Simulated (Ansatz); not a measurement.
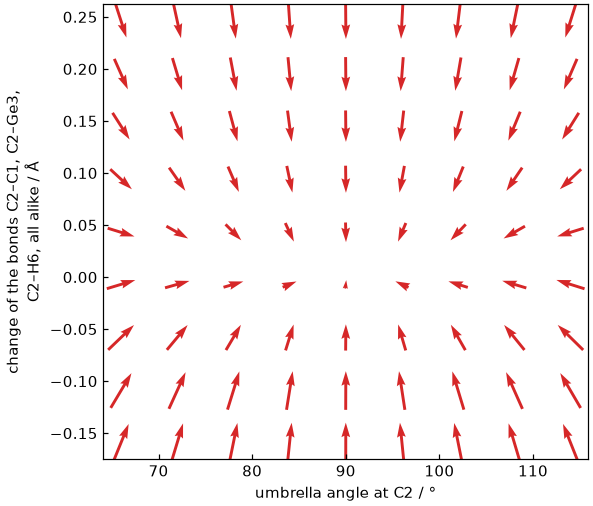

C₂H₅GeO, SMILES [CH]=[CH][GeH2][OH], spin multiplicity 2. Coordinates scanned: (1) umbrella angle at C2 (between each of its bonds and their common axis; 90 is planar); (2) change of the bonds C2–C1, C2–Ge3, C2–H6, all alike. Nothing is relaxed (all other coordinates rigid). The scan uses a 9 × 9 grid. Points are written as (first, second). Level of theory: UKS SPW92 (LDA)/def2-TZVP (Ansatz).

Drawn: arrows along the force (downhill), their lengths compressed.

The arrows alone are given. Where is the energy lowest?

Answer. The arrows converge at about (90°, 0.000 Å) (read from the interpolated surface).

The energy map of the same scan:

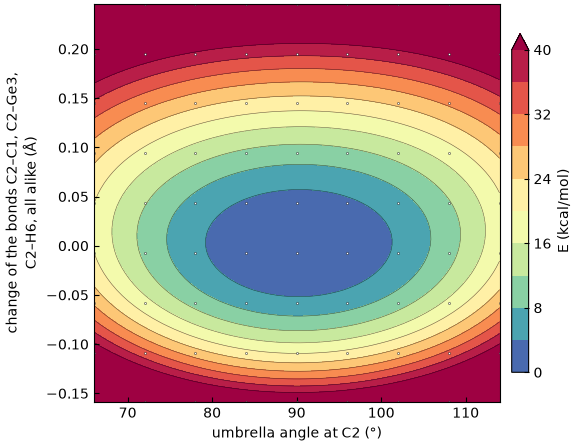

Energies are in kcal/mol, from the relaxed molecule at the same level; between grid points the surface is interpolated.
